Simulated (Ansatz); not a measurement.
# C2H5AlBN (SMILES B[C]1=C[NH][AlH]1) at HSE06/6-31G(d) (spherical functions)

What is the energy change on altering one bond length of C2H5AlBN at HSE06/6-31G* (spherical functions)? 

Program for the calculation: Ansatz 0.2.0.

127 further runs of the same task are left out: 127 set aside as unsound or not needed.

### Step 1. The molecule

C2H5AlBN has 10 atoms, charge 0, and is taken as a singlet. SMILES: `B[C]1=C[NH][AlH]1`. The shape is that of a PBE0-D4/def2-TZVP optimisation.

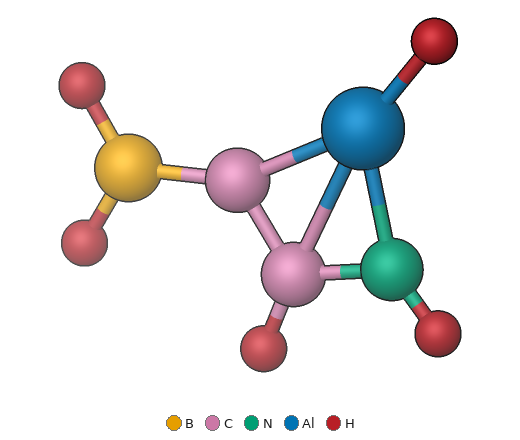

Viewed from a chosen angle; boron amber, carbon pink, nitrogen teal, aluminium blue, hydrogen red.

### Step 2. A single-point energy at HSE06/6-31G(d) (spherical functions)

The input, in.yaml:

```yaml
crystal:
  periodic: [false, false, false]
  atoms:
    - symbol: B
      position_ang: [-1.253000, 0.576700, -1.418700]
    - symbol: C
      position_ang: [-0.143800, 0.242800, -0.478800]
    - symbol: C
      position_ang: [-0.315000, -0.471300, 0.702300]
    - symbol: "N"
      position_ang: [0.820900, -0.673500, 1.422800]
    - symbol: Al
      position_ang: [1.688500, 0.264900, 0.080500]
    - symbol: H
      position_ang: [-2.375700, 0.217000, -1.161700]
    - symbol: H
      position_ang: [-1.076200, 1.195400, -2.432600]
    - symbol: H
      position_ang: [-1.273000, -0.859200, 1.061700]
    - symbol: H
      position_ang: [0.792000, -1.179400, 2.289700]
    - symbol: H
      position_ang: [3.218400, 0.635500, -0.062200]
basis:
  gaussian:
    orbitals: 6-31G_st_-spherical.json
hamiltonian:
  xc: hse06
accuracy: high
output:
  orbitals: {seedname: orbitals}
```

The basis set 6-31G* is read from a file made from the Basis Set Exchange's data (not shown).

Command:

```sh
ansatz run in.yaml --threads 1 --pin off --max-ram 3480MiB --events-out events.jsonl --progress --plain --runs-dir runs
```

Log:

```text
Warning: RAYON_NUM_THREADS=1 ignored (pool sized by the plan → 1); use --threads N
Functional definition: HSE06
  name "HSE06"
  parameter a = 0.25
  parameter omega = 0.11/bohr
  exchange = pbe_x - a*pbe_x_sr(omega) + a*exact_x_sr(omega)
  correlation = pbe_c
2027 factors; integrals over basis functions are off by at most 3.5e-9 eV
115 factors; integrals over basis functions are off by at most 1.7e-9 eV
mean field evaluation 1: about -10899.8895 eV, gradient 5.7e1 eV
mean field evaluation 2: about -10872.9919 eV, gradient 9.9e1 eV
mean field evaluation 4: about -10907.7621 eV, gradient 9.2e0 eV
mean field evaluation 8: about -10907.9499 eV, gradient 3.2e-1 eV
mean field evaluation 16: about -10908.1747 eV, gradient 5.3e-4 eV
mean field -10908.17467520 eV, -400.8680254874 hartree, gradient 5.6e-8 eV, S^2 0.000000; 0 other end points of the search recorded, 0 dependent functions left out
reference -10908.17467933 eV, -400.8680256389 hartree; 21, 21 occupied and 63, 63 virtual orbitals, 2027 factors
Total energy: -10908.17467933 eV, -400.8680256389 hartree
```

Run time: 10 s. Hardware: 1 thread of Arm Neoverse V1, shared host; peak memory 0.3 GiB.

### Step 3. The distorted shape

The input, input.yaml:

```yaml
crystal:
  periodic: [false, false, false]
  atoms:
    - {symbol: B, position_ang: [-1.394436, 0.081756, -0.607606]}
    - {symbol: C, position_ang: [-0.285236, -0.252144, 0.332294]}
    - {symbol: C, position_ang: [-0.456436, -0.966244, 1.513394]}
    - {symbol: "N", position_ang: [0.679464, -1.168444, 2.233894]}
    - {symbol: Al, position_ang: [1.547064, -0.230044, 0.891594]}
    - {symbol: H, position_ang: [-2.517136, -0.277944, -0.350606]}
    - {symbol: H, position_ang: [-1.076200, 1.195400, -2.432600]}
    - {symbol: H, position_ang: [-1.414436, -1.354144, 1.872794]}
    - {symbol: H, position_ang: [0.650564, -1.674344, 3.100794]}
    - {symbol: H, position_ang: [3.076964, 0.140556, 0.748894]}
basis:
  gaussian:
    orbitals: 6-31G_st_-spherical.json
hamiltonian:
  xc: {name: HSE06}
accuracy: high
output: {orbitals: {seedname: orbitals}}
```

The basis set 6-31G* is read from a file made from the Basis Set Exchange's data (not shown).

Command:

```sh
ansatz run input.yaml --threads 1 --pin off --max-ram 3480MiB --events-out events.jsonl --progress --plain --runs-dir runs
```

Log, shortened:

```text
Warning: RAYON_NUM_THREADS=1 ignored (pool sized by the plan → 1); use --threads N
[... 6 set-up lines as earlier in the session ...]
2025 factors; integrals over basis functions are off by at most 3.4e-9 eV
122 factors; integrals over basis functions are off by at most 9.8e-10 eV
mean field evaluation 1: about -10897.1299 eV, gradient 5.7e1 eV
mean field evaluation 2: about -10882.5462 eV, gradient 8.9e1 eV
mean field evaluation 4: about -10904.5685 eV, gradient 1.1e1 eV
mean field evaluation 8: about -10905.1375 eV, gradient 1.2e0 eV
mean field evaluation 16: about -10905.1418 eV, gradient 1.5e-4 eV
mean field -10905.14180615 eV, -400.7565696056 hartree, gradient 2.9e-8 eV, S^2 0.000000; 0 other end points of the search recorded, 0 dependent functions left out
reference -10905.14181033 eV, -400.7565697591 hartree; 21, 21 occupied and 63, 63 virtual orbitals, 2025 factors
Total energy: -10905.14181033 eV, -400.7565697591 hartree
```

Wall time 11 s (1 thread of Arm Neoverse V1, shared host); peak memory 0.3 GiB.

### Step 4. Summary of results

Level: HSE06/6-31G* (spherical functions).

| quantity | value |
| --- | --- |
| first shape: total energy | -400.86803 Eh |
| first shape: HOMO energy | -5.69 eV |
| first shape: LUMO energy | -1.80 eV |
| first shape: HOMO–LUMO gap | 3.88 eV |
| distorted shape: total energy | -400.75657 Eh |
| distorted shape: HOMO energy | -5.43 eV |
| distorted shape: LUMO energy | -2.11 eV |
| distorted shape: HOMO–LUMO gap | 3.32 eV |
| energy change with the B1–H7 bond stretched from 1.201 to 2.161 Å | 3.033 eV |

**Reading.** With the B1–H7 bond stretched from 1.201 to 2.161 Å the energy rises by 3.03 eV (293 kJ/mol). The first shape isn't relaxed at this level, so the change isn't measured from a minimum.
